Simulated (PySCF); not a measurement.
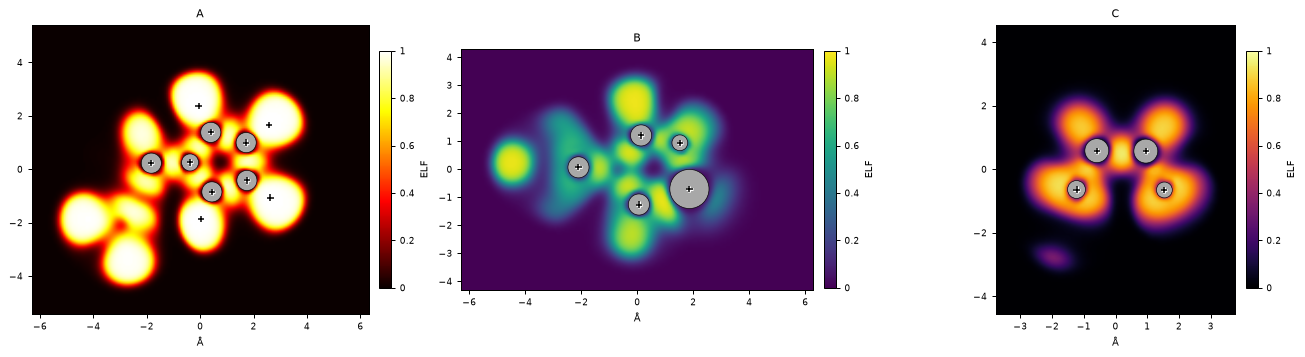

The electron localisation function of 3 systems, each on a plane through atoms (crosses mark nuclei in the plane; grey discs cover the cores).

Theory: PBE0/pcSseg-1, SCF density, gas phase, non-relativistic in PySCF.

System 1: C3H7FOSi, the plane of atoms O2, C3 and C5. Geometry: PBE0-D3(BJ)/def2-SVP.

```xyz
13

C     1.8742   -0.5073   -0.5353
O     0.9963   -0.3726    0.5545
C    -0.0131    0.5437    0.3340
Si   -1.6279    0.2327    1.2527
C    -1.1811    0.0975   -0.5717
F    -1.0429   -1.1209   -1.1652
H     1.3536   -0.8608   -1.4406
H     2.6368   -1.2456   -0.2510
H     2.3789    0.4510   -0.7651
H     0.3343    1.5747    0.1386
H    -2.4691    1.3615    1.7245
H    -1.6882   -1.0290    2.0242
H    -1.5366    0.8565   -1.2831
```

System 2: C8H12BN, the plane of atoms N6, C7 and H19. Geometry: PBE0-D3(BJ)/def2-SVP.

```json
{"atom": "B", "x (Å)": "-1.4931", "y (Å)": "-0.5536", "z (Å)": "-1.3996"}
{"atom": "C", "x (Å)": "-2.4576", "y (Å)": "0.3508", "z (Å)": "-0.5695"}
{"atom": "C", "x (Å)": "-1.8393", "y (Å)": "0.4149", "z (Å)": "0.8348"}
{"atom": "C", "x (Å)": "-1.1117", "y (Å)": "-0.9222", "z (Å)": "1.0052"}
{"atom": "C", "x (Å)": "-0.4874", "y (Å)": "-1.2505", "z (Å)": "-0.3651"}
{"atom": "N", "x (Å)": "0.8361", "y (Å)": "-0.6791", "z (Å)": "-0.5457"}
{"atom": "C", "x (Å)": "1.1010", "y (Å)": "0.5909", "z (Å)": "-0.9912"}
{"atom": "C", "x (Å)": "2.4673", "y (Å)": "0.7819", "z (Å)": "-0.9854"}
{"atom": "C", "x (Å)": "3.0501", "y (Å)": "-0.4243", "z (Å)": "-0.5151"}
{"atom": "C", "x (Å)": "2.0180", "y (Å)": "-1.3017", "z (Å)": "-0.2519"}
{"atom": "H", "x (Å)": "-1.5103", "y (Å)": "-0.7502", "z (Å)": "-2.5902"}
{"atom": "H", "x (Å)": "-2.7699", "y (Å)": "1.3106", "z (Å)": "-1.0083"}
{"atom": "H", "x (Å)": "-3.3835", "y (Å)": "-0.2703", "z (Å)": "-0.5513"}
{"atom": "H", "x (Å)": "-1.1095", "y (Å)": "1.2408", "z (Å)": "0.8768"}
{"atom": "H", "x (Å)": "-2.5708", "y (Å)": "0.6026", "z (Å)": "1.6362"}
{"atom": "H", "x (Å)": "-0.3650", "y (Å)": "-0.9169", "z (Å)": "1.8142"}
{"atom": "H", "x (Å)": "-1.8465", "y (Å)": "-1.7103", "z (Å)": "1.2469"}
{"atom": "H", "x (Å)": "-0.3939", "y (Å)": "-2.3353", "z (Å)": "-0.5304"}
{"atom": "H", "x (Å)": "0.2945", "y (Å)": "1.2676", "z (Å)": "-1.2737"}
{"atom": "H", "x (Å)": "2.9874", "y (Å)": "1.6875", "z (Å)": "-1.2904"}
{"atom": "H", "x (Å)": "4.1107", "y (Å)": "-0.6305", "z (Å)": "-0.3846"}
{"atom": "H", "x (Å)": "2.0283", "y (Å)": "-2.3248", "z (Å)": "0.1186"}
```

System 3: C5H10OSi, the plane of atoms O5, Si6 and C7. Geometry: PBE0-D3(BJ)/def2-SVP.

```csv
atom,x (Å),y (Å),z (Å)
C,2.7265,-0.5396,-0.0355
C,1.5065,-0.4618,-0.5681
C,0.2669,-0.0591,0.1643
C,-0.7740,-1.1929,0.2255
O,-2.0174,-0.6688,0.6367
Si,-2.1820,0.9643,0.2625
C,-0.4499,1.1569,-0.4610
H,3.5920,-0.8427,-0.6304
H,2.9045,-0.3000,1.0180
H,1.3689,-0.7080,-1.6302
H,0.5366,0.1955,1.2049
H,-0.4576,-1.9765,0.9322
H,-0.8691,-1.6663,-0.7722
H,-3.2913,1.2024,-0.7081
H,-2.4464,1.7626,1.4962
H,0.0695,2.1013,-0.2442
H,-0.4972,1.0505,-1.5593
```

Which map belongs to which system?

Answer. Panel A is system 2, C8H12BN: the plane holds C, N and H. C–N (1.37 Å): the ELF peaks at about 0.90 between the atoms: a covalent bond. Panel B is system 3, C5H10OSi: the plane holds C, O and Si. C–O (1.41 Å): the ELF peaks at about 0.85 between the atoms, as expected for a shared but strongly polarised pair. Panel C is system 1, C3H7FOSi: the plane holds O, C and F. C–F (1.36 Å): the ELF peaks at about 0.85 between the atoms; a shared but strongly polarised pair.
